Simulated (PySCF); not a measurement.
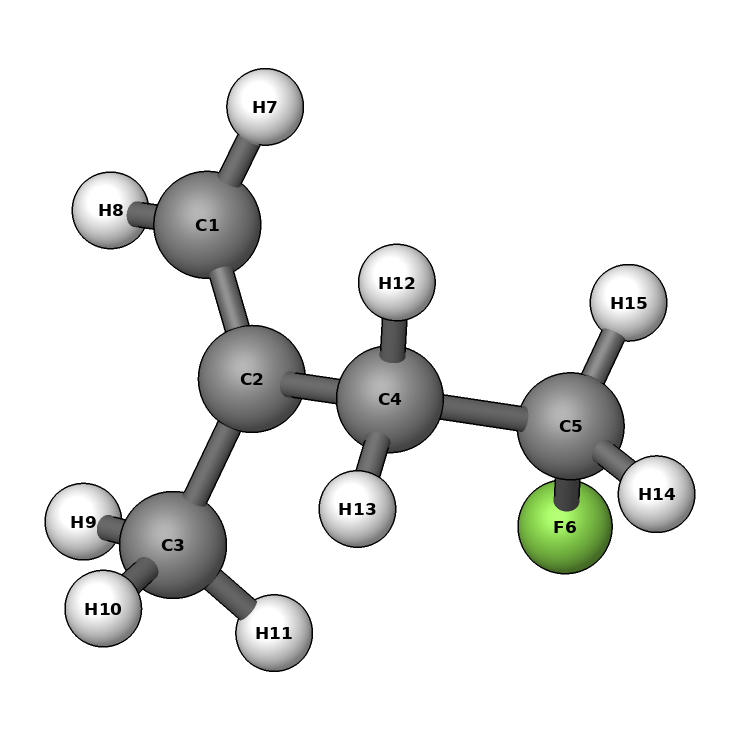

Geometry: an image of a reaction path computed with GFN2-xTB, not a minimum. Method: GIAO PBE0/pcSseg-1 NMR shielding, non-relativistic, gas phase (PySCF 2.14.0). Principal shieldings σ11 ≤ σ22 ≤ σ33, span Ω = σ33 − σ11, skew κ = 3(σiso − σ22)/Ω.

Question: Which C atom has the most anisotropic shielding?

Answer: C2, with a span of 253 ppm.

Give the shielding tensors of the C atoms.

```tsv
atom	σ11	σ22	σ33	σiso	Ω	κ
C1	−36.6	97.1	145.7	68.7	182.3	−0.47
C2	−92.1	33.0	161.2	34.0	253.3	0.01
C3	141.7	144.7	186.2	157.5	44.5	0.86
C4	130.4	142.6	165.0	146.0	34.6	0.30
C5	64.9	85.4	149.9	100.0	85.0	0.52
```

Shieldings and span in ppm.
